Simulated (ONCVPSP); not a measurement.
# How the scale of all radii shapes an ONCV potential for Cu, part 1 of 2

Aim: generate and test one potential in full, then change the scale of all radii and see what happens to hardness, ghosts and transferability.

Method: ONCVPSP 4.0.1, PBE, scalar-relativistic.

1 further run of the same task is left out (it didn't finish).

## 1. Settings

The settings as typed:

| Quantity | Value |
| --- | --- |
| element | copper (Cu, Z = 29) |
| type | optimised norm-conserving Vanderbilt (ONCV) |
| frozen core | [Ne] |
| valence charge | 19 |
| reference configuration | 3s2 3p6 3d10 4s1 |
| partial waves | 3s+4s: rc 1.05 bohr, ncon 4, nbas 7, qcut 14.7 1/bohr, 2 projectors; 3p: rc 0.85 bohr, ncon 4, nbas 8, qcut 18.5 1/bohr, 2 projectors, debl 0.9 Ha; 3d: rc 0.80 bohr, ncon 4, nbas 8, qcut 14.1 1/bohr, 2 projectors, debl 2.6 Ha |
| local potential | polynomial inside 0.60 bohr (lpopt 5, dvloc0 -1 Ha) |
| core correction | polynomial model core, fcfact 0.3 |

An earlier all-electron run gives the scale for the radii.

All-electron outer shells of the reference configuration (PBE, scalar-relativistic, ld1.x):

| shell | level (eV) | outermost node (bohr) | outermost maximum (bohr) |
| --- | --- | --- | --- |
| 2p | -916.98 | – | 0.16 |
| 3s | -114.70 | 0.29 | 0.61 |
| 3p | -72.14 | 0.26 | 0.62 |
| 3d | -5.04 | – | 0.60 |
| 4s | -4.61 | 0.89 | 2.27 |
| 4p | -0.70 | 0.97 | 3.65 |

## 2. Generation of the first potential

Input file Cu.dat:

```
# ATOM AND REFERENCE CONFIGURATION
# atsym  z   nc   nv     iexc    psfile
  Cu 29.00    3    4        4      upf
#
#   n    l    f
    1    0    2.00
    2    0    2.00
    2    1    6.00
    3    0    2.00
    3    1    6.00
    3    2   10.00
    4    0    1.00
#
# PSEUDOPOTENTIAL AND OPTIMIZATION
# lmax
    2
#
#   l,   rc,      ep,       ncon, nbas, qcut
    0    1.05    0.00    4    7   14.70
    1    0.85    0.00    4    8   18.50
    2    0.80    0.00    4    8   14.10
#
# LOCAL POTENTIAL
# lloc, lpopt,  rc(5),   dvloc0
    4    5    0.60   -1.00
#
# VANDERBILT-KLEINMAN-BYLANDER PROJECTORs
# l, nproj, debl
    0    2    2.90
    1    2    0.90
    2    2    2.60
#
# MODEL CORE CHARGE
# icmod, fcfact, rcfact
    1    0.30    0.00
#
# LOG DERIVATIVE ANALYSIS
# epsh1, epsh2, depsh
   -6.00    5.00    0.04
#
# OUTPUT GRID
# rlmax, drl
    6.00    0.01
#
# TEST CONFIGURATIONS
# ncnf
    4
# nvcnf
#   n    l    f
    4
    3    0    2.00
    3    1    6.00
    3    2   10.00
    4    0    0.00
#
    4
    3    0    2.00
    3    1    6.00
    3    2    9.00
    4    0    0.00
#
    4
    3    0    2.00
    3    1    6.00
    3    2    8.00
    4    0    0.00
#
    4
    3    0    2.00
    3    1    6.00
    3    2   10.00
    4    0    0.50
#
```

Started as:

```console
oncvpsp.x < Cu.dat > Cu.out
```

What the program wrote to Cu.out (without the consistency checks and plot data):

```text
ONCVPSP  (Optimized Norm-Conservinng Vanderbilt PSeudopotential)
scalar-relativistic version 4.0.1

#   n    l    f        energy (Ha)
    1    0    2.00    -3.2527452E+02
    2    0    2.00    -3.9045224E+01
    2    1    6.00    -3.3698282E+01
    3    0    2.00    -4.2152924E+00
    3    1    6.00    -2.6512387E+00
    3    2   10.00    -1.8516466E-01
    4    0    1.00    -1.6941097E-01

Reference configufation results
  iterations    31
  all-electron total energy (Ha)   -1.65484922D+03

Begin loop to  construct optimized pseudo wave functions
and semi-local pseudopoentials for all angular momenta

Calculating optimized projector #   1

 for l=   0

    Fraction of norm inside rc  0.891775
    Optimizing pswf for qcut=  14.69 a_B^-1,  ecut= 107.92 Ha
    Residual kinetic energy error=  1.11D-07 Ha

    Energy error per electron        Cutoff
         Ha          eV             Ha
         0.01000     0.27211       51.46
         0.00100     0.02721       66.18
         0.00010     0.00272       78.83
         0.00001     0.00027       88.94

Calculating optimized projector #   2

 for l=   0

    Fraction of norm inside rc  0.023351
    Optimizing pswf for qcut=  14.69 a_B^-1,  ecut= 107.92 Ha
    Residual kinetic energy error=  7.83D-09 Ha

    Energy error per electron        Cutoff
         Ha          eV             Ha
         0.01000     0.27211       31.68
         0.00100     0.02721       51.69
         0.00010     0.00272       66.97
         0.00001     0.00027       80.19

WARNING wellstate: negative energy specified for n= 4 l=  1
WARNING scattering state with energy  0.25000000
WARNING will be used for the first projector

   Wellstate for l =  1  n =  4
     eigenvalue =   0.2500
     asymptotic potential =   0.7500
     half-point radius =  3.5830

Calculating optimized projector #   1

 for l=   1

    Fraction of norm inside rc  0.684202
    Optimizing pswf for qcut=  18.51 a_B^-1,  ecut= 171.23 Ha
    Residual kinetic energy error=  2.50D-08 Ha

    Energy error per electron        Cutoff
         Ha          eV             Ha
         0.01000     0.27211       49.27
         0.00100     0.02721       91.10
         0.00010     0.00272      114.14
         0.00001     0.00027      132.27

Calculating optimized projector #   2

 for l=   1

    Fraction of norm inside rc  0.032408
    Optimizing pswf for qcut=  18.51 a_B^-1,  ecut= 171.23 Ha
    Residual kinetic energy error=  1.31D-09 Ha

    Energy error per electron        Cutoff
         Ha          eV             Ha
         0.01000     0.27211       24.62
         0.00100     0.02721       38.61
         0.00010     0.00272       90.96
         0.00001     0.00027      114.48

   Wellstate for l =  2  n =  4
     eigenvalue =   2.4148
     asymptotic potential =   2.9148
     half-point radius =  1.9139

Calculating optimized projector #   1

 for l=   2

    Fraction of norm inside rc  0.451616
    Optimizing pswf for qcut=  14.12 a_B^-1,  ecut=  99.72 Ha
    Residual kinetic energy error=  2.96D-03 Ha

    Energy error per electron        Cutoff
         Ha          eV             Ha
         0.01000     0.27211       88.87
         0.00100     0.02721      192.97
         0.00010     0.00272      366.23

Calculating optimized projector #   2

 for l=   2

    Fraction of norm inside rc  0.123055
    Optimizing pswf for qcut=  14.12 a_B^-1,  ecut=  99.72 Ha
    Residual kinetic energy error=  2.22D-03 Ha

    Energy error per electron        Cutoff
         Ha          eV             Ha
         0.01000     0.27211       87.31
         0.00100     0.02721      107.57
         0.00010     0.00272      227.93
         0.00001     0.00027      367.38

Construct Vanderbilt / Kleinmman-Bylander projectors

B matrix Hermiticity error, ll=   0
   1   2    4.3111E-04

  Orthonormal projector coefficients  3.3684E+01  3.9324E+00

B matrix Hermiticity error, ll=   1
   1   2    3.5019E-04

  Orthonormal projector coefficients  1.8433E+01  2.2402E+00

B matrix Hermiticity error, ll=   2
   1   2    4.5718E-04

  Orthonormal projector coefficients -1.9024E+01 -6.5407E+00

Model core correction analysis
  based on d2Exc/dn_idn_j

d2excae - all-electron derivatives

   -4.228911D-02   -3.858930D-02   -2.521728D-02   -1.030780D-03
   -3.875610D-02   -3.648030D-02   -2.401509D-02   -9.032917D-04
   -2.575740D-02   -2.444353D-02   -1.844470D-02   -5.676694D-04
   -1.165070D-03   -1.049244D-03   -6.953632D-04   -4.429174D-05

d2excps - pseudofunction derivatives with no core correction

   -4.204779D-02   -3.939001D-02   -2.829120D-02   -1.057526D-03
   -3.955658D-02   -3.712489D-02   -2.677364D-02   -9.486339D-04
   -2.883108D-02   -2.720195D-02   -2.007267D-02   -6.999435D-04
   -1.191781D-03   -1.094571D-03   -8.276433D-04   -4.656136D-05

rms 2nd derivative error    1.552446E-03

Polynomial model core charge

d2excps - pseudofunction derivatives with core correction

   -3.998005D-02   -3.780243D-02   -2.715435D-02   -9.374545D-04
   -3.796904D-02   -3.600711D-02   -2.593179D-02   -8.552878D-04
   -2.769415D-02   -2.636005D-02   -1.941245D-02   -6.347268D-04
   -1.071699D-03   -1.001203D-03   -7.624078D-04   -3.997575D-05

rms 2nd derivative error    1.188799E-03

Pseudoatom total energy -196.625373

Diagnostic tests using Vanderbilt-Kleinman-Bylander pseudopotentials
  1 or more projectors used as specified by nproj input data

   l    rcore       rmatch      e in        delta e   norm test  slope test

   0   1.0520890   1.0840327  -4.2152924   0.0000005   1.0002288   1.0002292
   0   1.0520890   1.0840327  -0.1694110   0.0000079   1.0000831   1.0000693

   1   0.8533421   0.8792514  -2.6512387  -0.0000495   1.0002142   1.0002760
   1   0.8533421   0.8792514   0.2500000   0.0000397   1.0004803   1.0004803

   2   0.8037914   0.8281963  -0.1851647   0.0000211   1.0001496   1.0001240
   2   0.8037914   0.8281963   2.4148353  -0.0000316   1.0004665   1.0004665

 Testing for bound ghosts
   n   l    E NL Schr. Eq   E Basis Diag.   E Cutoff

   1   0       -4.215292       -4.215261    171.10
   2   0       -0.169403        0.191573    171.10

   2   1       -2.651288       -2.648882    415.26

   3   2       -0.185144       -0.115536    532.10

 Testing for highly-localized positive-energy ghosts
       l    <radius>/rc     E Basis Diag.   E Cutoff

       0        0.723328       21.766409    171.10  WARNING - GHOST(+)

Test configuration 0

   n   l     f        eae           eps        diff
   1   0  2.0000 -325.27451999
   2   0  2.0000  -39.04522397
   2   1  6.0000  -33.69828223
   3   0  2.0000   -4.21529237   -4.21529182    5.47D-07
   3   1  6.0000   -2.65123870   -2.65128823   -4.95D-05
   3   2 10.0000   -0.18516466   -0.18514354    2.11D-05
   4   0  1.0000   -0.16941097   -0.16940304    7.93D-06

    Total energies and differences
      AE_ref= -1.65484922D+03  AE_tst= -1.65484922D+03  dif=  0.00D+00
      PS_ref= -1.96625373D+02  PS_tst= -1.96625373D+02  dif=  3.13D-13
      PSP excitation error= -3.13D-13

Test configuration 1

   n   l     f        eae           eps        diff
   1   0  2.0000 -325.59186900
   2   0  2.0000  -39.35290449
   2   1  6.0000  -34.00678728
   3   0  2.0000   -4.53200588   -4.53166994    3.36D-04
   3   1  6.0000   -2.96913099   -2.96887476    2.56D-04
   3   2 10.0000   -0.50194273   -0.50192951    1.32D-05

    Total energies and differences
      AE_ref= -1.65484922D+03  AE_tst= -1.65454971D+03  dif=  3.00D-01
      PS_ref= -1.96625373D+02  PS_tst= -1.96325914D+02  dif=  2.99D-01
      PSP excitation error=  5.45D-05

Test configuration 2

   n   l     f        eae           eps        diff
   1   0  2.0000 -326.21755518
   2   0  2.0000  -39.99094519
   2   1  6.0000  -34.64342349
   3   0  2.0000   -5.15541721   -5.15548881   -7.16D-05
   3   1  6.0000   -3.58743895   -3.58758697   -1.48D-04
   3   2  9.0000   -1.08881248   -1.08881959   -7.11D-06

    Total energies and differences
      AE_ref= -1.65484922D+03  AE_tst= -1.65376575D+03  dif=  1.08D+00
      PS_ref= -1.96625373D+02  PS_tst= -1.95541904D+02  dif=  1.08D+00
      PSP excitation error= -3.20D-07

Test configuration 3

psatom: WARNING lschvkbb convergence error n,l,iter=   3   2   3
ea(ii),et,emin,emax -1.851435E-01 -2.036579E-01 -2.036579E-01 -2.036579E-01
run_config: WARNING for fully non-local PS atom, stg. 1
 WARNING no output for configuration 4

Test configuration 4

psatom: WARNING lschvkbb convergence error n,l,iter=   3   2  31
ea(ii),et,emin,emax -2.538467E-01 -2.792313E-01 -2.792313E-01 -2.792313E-01
run_config: WARNING for fully non-local PS atom, stg. 1
 WARNING no output for configuration 5
```

Wall time 4 s (1 thread, shared host).

The projector energies used in the p channel were -2.651, 0.250 Ha; the program set a typed value aside.

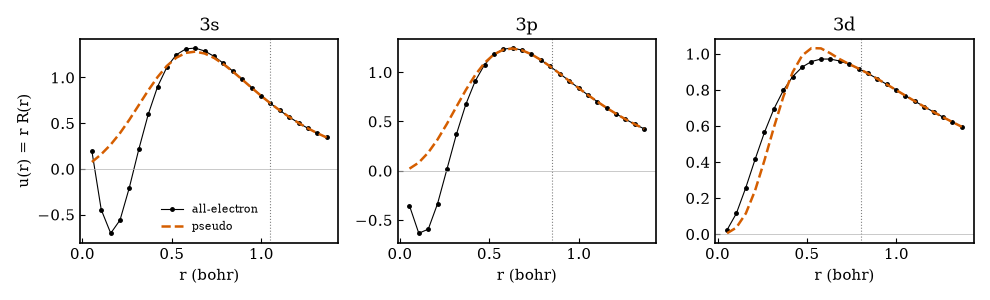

All-electron and pseudo partial waves (3s, 3p, 3d), with the matching radii dotted. The curves join 26 sampled radii, too few to resolve the innermost nodes.

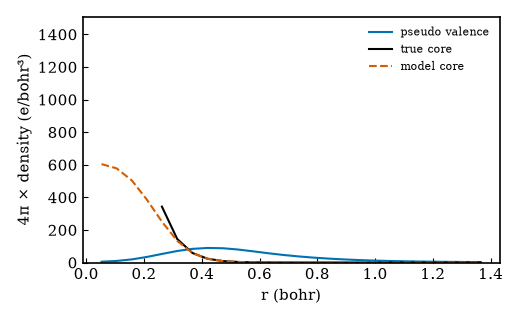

Valence density, true core and model core. The true core is left out near the nucleus, where the program caps it.

## 3. Transferability, from the output's test configurations

2 tests gave no usable energy difference (3s2 3p6 3d8 4s0; 3s2 3p6 3d10 4s0.5).

Excitation and ionisation energies from 3s2 3p6 3d10 4s1, with the error of the potential.

```csv
valence configuration,charge,ΔE all-electron (eV),error AE − PS (meV)
3s2 3p6 3d10 4s0,+1,8.150,+1.5
3s2 3p6 3d9 4s0,+2,29.483,0.0
```

## 4. Scattering by logarithmic derivatives

Taken from the files of the generation run. The phase is arctan(r·R′/R) of the radial function R, unwrapped, with energies in Ha. A pole is an energy at which the radial function vanishes at the test radius. The pseudo phase is shifted by a multiple of π to meet the all-electron one at the reference energy. Levels narrower than the energy grid can be missing from the poles. The last column is the largest difference on the grid between −0.5 and +0.5 Ha.

| channel | radius (bohr) | reference (Ha) | poles AE | poles PS | window around the reference with phases within 0.05 rad (Ha) | largest difference near zero (rad) |
| --- | --- | --- | --- | --- | --- | --- |
| s | 1.06 | -0.17 | -2.67 | -2.67 | the whole range | 0.000 |
| p | 0.86 | -2.65 | 1.93 | 1.93 | the whole range | 0.000 |
| d | 0.81 | -0.19 | 4.40 | 4.40 | the whole range | 0.000 |

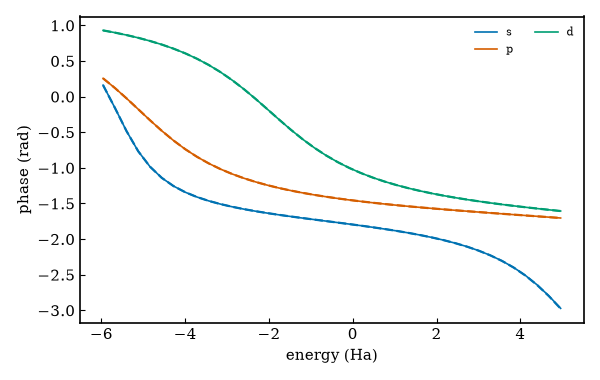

Phases by channel: all-electron solid, pseudo dashed.

## 5. Convergence and ghost test

From the same output: the cutoffs (Ha) at which the residual kinetic energy of the hardest occupied pseudo-wave falls to 1 and 0.1 mHa per electron are 193 Ha and 366 Ha.

The program's own ghost test: no bound ghost flagged; GHOST(+) flagged for s at 592.3 eV.

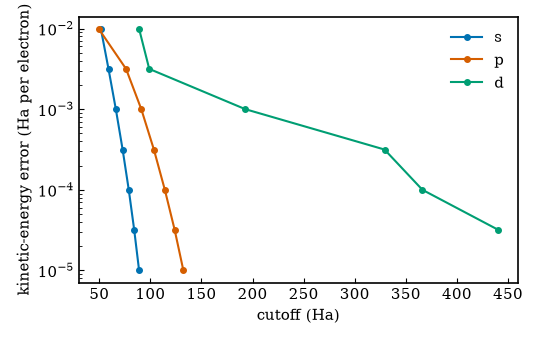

Convergence profile of the first projector's wave in each channel.

## 6. Now with scale of all radii = 0.79

Cu.dat, as its differences from that of step 2:

```diff
@@ -18,5 +18,5 @@
 #   l,   rc,      ep,       ncon, nbas, qcut
-    0    1.05    0.00    4    7   14.70
-    1    0.85    0.00    4    8   18.50
-    2    0.80    0.00    4    8   14.10
+    0    0.82    0.00    4    7   14.70
+    1    0.68    0.00    4    8   18.50
+    2    0.64    0.00    4    8   14.10
 #
@@ -24,3 +24,3 @@
 # lloc, lpopt,  rc(5),   dvloc0
-    4    5    0.60   -1.00
+    4    5    0.48   -1.00
 #
```

Started as:

```console
oncvpsp.x < Cu.dat > Cu.out
```

The output, Cu.out (without the consistency checks and plot data):

```text
ONCVPSP  (Optimized Norm-Conservinng Vanderbilt PSeudopotential)
scalar-relativistic version 4.0.1

[... all-electron levels as in step 2 ...]

Begin loop to  construct optimized pseudo wave functions
and semi-local pseudopoentials for all angular momenta

Calculating optimized projector #   1

 for l=   0

    Fraction of norm inside rc  0.702151
    Optimizing pswf for qcut=  14.70 a_B^-1,  ecut= 108.11 Ha
    Residual kinetic energy error=  4.13D-06 Ha

    Energy error per electron        Cutoff
         Ha          eV             Ha
         0.01000     0.27211       64.87
         0.00100     0.02721       80.47
         0.00010     0.00272       93.32
         0.00001     0.00027      103.55

Calculating optimized projector #   2

 for l=   0

    Fraction of norm inside rc  0.021846
    Optimizing pswf for qcut=  14.70 a_B^-1,  ecut= 108.11 Ha
    Residual kinetic energy error=  3.86D-07 Ha

    Energy error per electron        Cutoff
         Ha          eV             Ha
         0.01000     0.27211       41.76
         0.00100     0.02721       63.19
         0.00010     0.00272       79.63
         0.00001     0.00027       93.23

WARNING wellstate: negative energy specified for n= 4 l=  1
WARNING scattering state with energy  0.25000000
WARNING will be used for the first projector

   Wellstate for l =  1  n =  4
     eigenvalue =   0.2500
     asymptotic potential =   0.7500
     half-point radius =  3.6542

Calculating optimized projector #   1

 for l=   1

    Fraction of norm inside rc  0.463096
    Optimizing pswf for qcut=  18.50 a_B^-1,  ecut= 171.07 Ha
    Residual kinetic energy error=  2.85D-07 Ha

    Energy error per electron        Cutoff
         Ha          eV             Ha
         0.01000     0.27211       72.92
         0.00100     0.02721      106.19
         0.00010     0.00272      130.16
         0.00001     0.00027      148.50

Calculating optimized projector #   2

 for l=   1

    Fraction of norm inside rc  0.026451
    Optimizing pswf for qcut=  18.50 a_B^-1,  ecut= 171.07 Ha
    Residual kinetic energy error=  2.13D-06 Ha

    Energy error per electron        Cutoff
         Ha          eV             Ha
         0.01000     0.27211       24.43
         0.00100     0.02721       61.74
         0.00010     0.00272       95.06
         0.00001     0.00027      115.76

   Wellstate for l =  2  n =  4
     eigenvalue =   2.4148
     asymptotic potential =   2.9148
     half-point radius =  1.9162

Calculating optimized projector #   1

 for l=   2

    Fraction of norm inside rc  0.305775
    Optimizing pswf for qcut=  14.13 a_B^-1,  ecut=  99.82 Ha
    Residual kinetic energy error=  3.72D-02 Ha

    Energy error per electron        Cutoff
         Ha          eV             Ha
         0.01000     0.27211      195.98
         0.00100     0.02721      544.78
         0.00010     0.00272      638.37

Calculating optimized projector #   2

 for l=   2

    Fraction of norm inside rc  0.092395
    Optimizing pswf for qcut=  14.13 a_B^-1,  ecut=  99.82 Ha
    Residual kinetic energy error=  1.73D-02 Ha

    Energy error per electron        Cutoff
         Ha          eV             Ha
         0.01000     0.27211      106.99
         0.00100     0.02721      303.02
         0.00010     0.00272      729.13
         0.00001     0.00027      924.92

Construct Vanderbilt / Kleinmman-Bylander projectors

B matrix Hermiticity error, ll=   0
   1   2    4.6288E-04

  Orthonormal projector coefficients  4.3670E+01  3.5238E+00

B matrix Hermiticity error, ll=   1
   1   2    3.4759E-04

  Orthonormal projector coefficients  2.3580E+01  2.2971E+00

B matrix Hermiticity error, ll=   2
   1   2    4.1985E-04

  Orthonormal projector coefficients -1.7840E+02 -1.2431E+01

Model core correction analysis
  based on d2Exc/dn_idn_j

d2excae - all-electron derivatives

   -3.663911D-02   -3.260640D-02   -2.044628D-02   -1.182958D-03
   -3.294903D-02   -3.031293D-02   -1.906810D-02   -1.061336D-03
   -2.114378D-02   -1.951193D-02   -1.443808D-02   -6.958695D-04
   -1.130732D-03   -1.009690D-03   -6.583892D-04   -4.533082D-05

d2excps - pseudofunction derivatives with no core correction

   -3.694986D-02   -3.364213D-02   -2.331331D-02   -1.205969D-03
   -3.398517D-02   -3.105378D-02   -2.172224D-02   -1.113493D-03
   -2.401171D-02   -2.216669D-02   -1.628053D-02   -8.334630D-04
   -1.153663D-03   -1.061768D-03   -7.959269D-04   -4.669384D-05

rms 2nd derivative error    1.515910E-03

Polynomial model core charge

d2excps - pseudofunction derivatives with core correction

   -3.666043D-02   -3.314067D-02   -2.250450D-02   -1.173237D-03
   -3.348313D-02   -3.032285D-02   -2.073437D-02   -1.071001D-03
   -2.320175D-02   -2.117809D-02   -1.519934D-02   -7.819053D-04
   -1.121023D-03   -1.019366D-03   -7.444323D-04   -4.439698D-05

rms 2nd derivative error    9.743586E-04

Pseudoatom total energy -196.817875

Diagnostic tests using Vanderbilt-Kleinman-Bylander pseudopotentials
  1 or more projectors used as specified by nproj input data

   l    rcore       rmatch      e in        delta e   norm test  slope test

   0   0.8232567   0.8482526  -4.2152924  -0.0000863   1.0002352   1.0002817
   0   0.8232567   0.8482526  -0.1694110   0.0000085   1.0001449   1.0001334

   1   0.6839083   0.7046732  -2.6512387  -0.0000853   1.0002263   1.0003748
   1   0.6839083   0.7046732   0.2500000   0.0000920   1.0005745   1.0005745

   2   0.6403539   0.6597965  -0.1851647   0.0001409   1.0002070   1.0000307
   2   0.6403539   0.6597965   2.4148353   0.0000331   1.0005561   1.0005561

 Testing for bound ghosts
   n   l    E NL Schr. Eq   E Basis Diag.   E Cutoff

   1   0       -4.215379       -4.214471    277.61
   2   0       -0.169402        0.801266    277.61

   2   1       -2.651324       -2.628988    644.49

   3   2       -0.185024       -0.000495    837.29

 Testing for highly-localized positive-energy ghosts
       l    <radius>/rc     E Basis Diag.   E Cutoff

       0        0.382714       16.947980    277.61  WARNING - GHOST(+)

       2        0.594782      365.643726    837.29  WARNING - GHOST(+)

Test configuration 0

   n   l     f        eae           eps        diff
   1   0  2.0000 -325.27451999
   2   0  2.0000  -39.04522397
   2   1  6.0000  -33.69828223
   3   0  2.0000   -4.21529237   -4.21537870   -8.63D-05
   3   1  6.0000   -2.65123870   -2.65132400   -8.53D-05
   3   2 10.0000   -0.18516466   -0.18502379    1.41D-04
   4   0  1.0000   -0.16941097   -0.16940248    8.49D-06

    Total energies and differences
      AE_ref= -1.65484922D+03  AE_tst= -1.65484922D+03  dif=  0.00D+00
      PS_ref= -1.96817875D+02  PS_tst= -1.96817875D+02  dif= -1.17D-12
      PSP excitation error=  1.17D-12

Test configuration 1

psatom: WARNING lschvkbb convergence error n,l,iter=   3   2  29
ea(ii),et,emin,emax -3.245135E-01 -3.569649E-01 -3.569649E-01 -3.569649E-01
run_config: WARNING for fully non-local PS atom, stg. 1
 WARNING no output for configuration 2

Test configuration 2

   n   l     f        eae           eps        diff
   1   0  2.0000 -326.21755518
   2   0  2.0000  -39.99094519
   2   1  6.0000  -34.64342349
   3   0  2.0000   -5.15541721   -5.15550340   -8.62D-05
   3   1  6.0000   -3.58743895   -3.58752037   -8.14D-05
   3   2  9.0000   -1.08881248   -1.08854996    2.63D-04

    Total energies and differences
      AE_ref= -1.65484922D+03  AE_tst= -1.65376575D+03  dif=  1.08D+00
      PS_ref= -1.96817875D+02  PS_tst= -1.95734618D+02  dif=  1.08D+00
      PSP excitation error=  2.12D-04

Test configuration 3

psatom: WARNING lschvkbb convergence error n,l,iter=   3   2   3
ea(ii),et,emin,emax -1.850238E-01 -2.035262E-01 -2.035262E-01 -2.035262E-01
run_config: WARNING for fully non-local PS atom, stg. 1
 WARNING no output for configuration 4

Test configuration 4

psatom: WARNING lschvkbb convergence error n,l,iter=   3   2  27
ea(ii),et,emin,emax -2.409058E-01 -2.649963E-01 -2.649963E-01 -2.649963E-01
run_config: WARNING for fully non-local PS atom, stg. 1
 WARNING no output for configuration 5
```

Run time: 4.2 s. Hardware: 1 thread, shared host.

The projector energies used in the p channel were -2.651, 0.250 Ha; the program set a typed value aside.

3 tests gave no usable energy difference (3s2 3p6 3d10 4s0; 3s2 3p6 3d8 4s0; 3s2 3p6 3d10 4s0.5).

Excitation and ionisation energies from 3s2 3p6 3d10 4s1, with the error of the potential.

```tsv
valence configuration	charge	ΔE all-electron (eV)	error AE − PS (meV)
3s2 3p6 3d9 4s0	+2	29.483	+5.8
```

Against the first potential, the loose cutoff goes from 193 Ha to 545 Ha, the largest error in the tests that it solved is +5.8 meV (3s2 3p6 3d9 4s0) and there is no bound ghost.

(Continued in part 2 of 2.)
